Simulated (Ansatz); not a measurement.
# InHCl (SMILES [Cl][InH]) at UBLYP/STO-3G

What is the vertical doublet–quartet gap of InHCl at UBLYP/STO-3G? 

The calculation is run with Ansatz 0.2.0.

69 further runs of the same task are left out: 6 that didn't finish, 63 set aside as unsound or not needed.

## 1. The structure to begin with

InHCl has 3 atoms, charge 0, and is taken as a doublet. As SMILES, `[Cl][InH]`. The shape is that of a PBE0-D4/def2-TZVP optimisation.

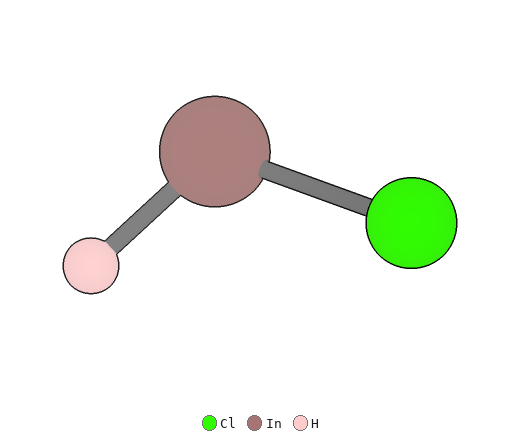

The structure, seen from a chosen angle (chlorine green, indium brown, hydrogen pink).

## 2. The energy at UBLYP/STO-3G

File input.yaml:

```yaml
basis:
  gaussian:
    orbitals: STO-3G
crystal:
  periodic: [false, false, false]
  atoms:
    - {symbol: Cl, position_ang: [-1.649800, 0.396800, -0.867400]}
    - {symbol: In, position_ang: [0.409500, 0.542400, 0.286100]}
    - {symbol: H, position_ang: [1.229400, -1.003900, 0.568100]}
magnetization:
  spin_polarized: true
  initial_magnetization: 1
hamiltonian:
  xc: {name: BLYP}
accuracy: high
```

Started as:

```console
$ ansatz run input.yaml --threads 1 --pin off --max-ram 2610MiB --events-out events.jsonl --progress --plain --runs-dir runs
```

Standard output:

```text
Warning: RAYON_NUM_THREADS=1 ignored (pool sized by the plan → 1); use --threads N
Functional definition: BLYP
  name "BLYP"
  parameter beta = 0.0042
  parameter a = 0.04918
  parameter b = 0.132
  parameter c = 0.2533
  parameter d = 0.349
  exchange = b88_x(beta = beta)
  correlation = lyp_c(a = a, b = b, c = c, d = d)
662 factors; integrals over basis functions are off by at most 8.9e-9 eV
mean field evaluation 1: about -167083.1079 eV, gradient 2.4e1 eV
mean field evaluation 2: about -167057.6451 eV, gradient 6.1e1 eV
mean field evaluation 4: about -167090.0711 eV, gradient 4.1e0 eV
mean field evaluation 8: about -167090.2663 eV, gradient 3.3e-2 eV
mean field evaluation 16: about -167090.2663 eV, gradient 8.7e-7 eV
mean field -167090.26626943 eV, -6140.4540275513 hartree, gradient 1.6e-8 eV, S^2 0.751627; 0 other end points of the search recorded, 0 dependent functions left out
reference -167090.26630583 eV, -6140.4540288888 hartree; 34, 33 occupied and 3, 4 virtual orbitals, 662 factors
Total energy: -167090.26630583 eV, -6140.4540288888 hartree
```

Run time: 3.3 s. Hardware: 1 thread of Arm Neoverse V1, shared host; peak memory 0.13 GiB.

## 3. The quartet

File run.yaml:

```yaml
crystal:
  periodic: [false, false, false]
  atoms:
    - {symbol: Cl, position_ang: [-1.649800, 0.396800, -0.867400]}
    - {symbol: In, position_ang: [0.409500, 0.542400, 0.286100]}
    - {symbol: H, position_ang: [1.229400, -1.003900, 0.568100]}
basis:
  gaussian:
    orbitals: STO-3G
magnetization:
  spin_polarized: true
  initial_magnetization: 3
hamiltonian:
  xc: {name: BLYP}
accuracy: high
```

Started as:

```console
$ ansatz run run.yaml --threads 1 --pin off --max-ram 2610MiB --events-out events.jsonl --progress --plain --runs-dir runs
```

Standard output, cut to the lines that bear on the results:

```text
Warning: RAYON_NUM_THREADS=1 ignored (pool sized by the plan → 1); use --threads N
[... 2 set-up lines as earlier in the session ...]
[...]
662 factors; integrals over basis functions are off by at most 8.9e-9 eV
[...]
mean field -167085.85601271 eV, -6140.2919536060 hartree, gradient 2.2e-8 eV, S^2 3.750941; 5 other end points of the search recorded, 0 dependent functions left out
reference -167085.85604914 eV, -6140.2919549450 hartree; 35, 32 occupied and 2, 5 virtual orbitals, 662 factors
Total energy: -167085.85604914 eV, -6140.2919549450 hartree
```

Wall time 6.6 s (1 thread of Arm Neoverse V1, shared host); peak memory 0.14 GiB.

## 4. What came out

Level: UBLYP/STO-3G.

| quantity | value |
| --- | --- |
| doublet: total energy | -6140.45403 Eh |
| doublet: ⟨S²⟩ | 0.752 |
| quartet: total energy | -6140.29195 Eh |
| quartet: ⟨S²⟩ | 3.751 |
| vertical energy of the quartet above the doublet | 4.410 eV |

**Reading.** At this shape the quartet lies 4.41 eV (102 kcal/mol) above the doublet. In a minimal basis such a difference can be off by several eV, whatever the method. Relativity is left out (doublet) although the molecule holds a heavy atom. Relativity is left out (quartet) although the molecule holds a heavy atom.
